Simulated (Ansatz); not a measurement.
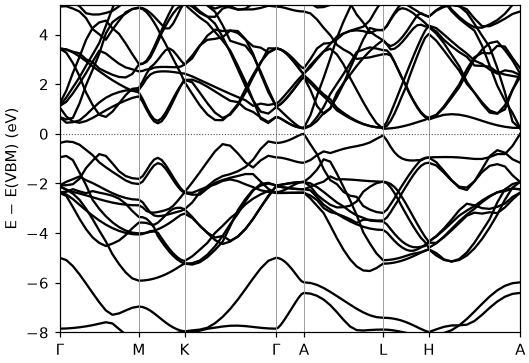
*Band structure from DFT-r²SCAN in the program Ansatz with PAW potentials*

Task: Read off the gap and where the band edges lie.

Result: About 0.2 eV (0.21 eV by a search for the band edges); maximum at A, minimum at L.

Task: Which of these materials gives this?
(A) Y2CI2, P-3m1 (Y on 2d, C on 1a, I on 2d)
(B) MnI2, CdI2 type
(C) BaGaGeH, P3m1 (Ba on 1b, Ga on 1a, Ge on 1c, H on 1a)
(D) Sn2GeTe3, P-3m1 (Sn on 2d, Ge on 1b, Te on 2d, Te on 1a)

Result: D, Sn2GeTe3, P-3m1 (Sn on 2d, Ge on 1b, Te on 2d, Te on 1a)

The first step of the workflow began from a Materials Project structure, measured or hypothetical; the Crystallography Open Database copy checked does not list it. With Sn and Ge taken as one species the cell has the higher symmetry Fm-3m, so it may be an ordered model of a mixed-site phase. Whether it is the stable phase at ambient conditions was not checked. The r²SCAN relaxation kept the symmetry of its start. At this level the phase is dynamically unstable (imaginary phonons). Spin–orbit coupling is left out wherever it is not named.

Potentials: the later of the program's two PAW sets.
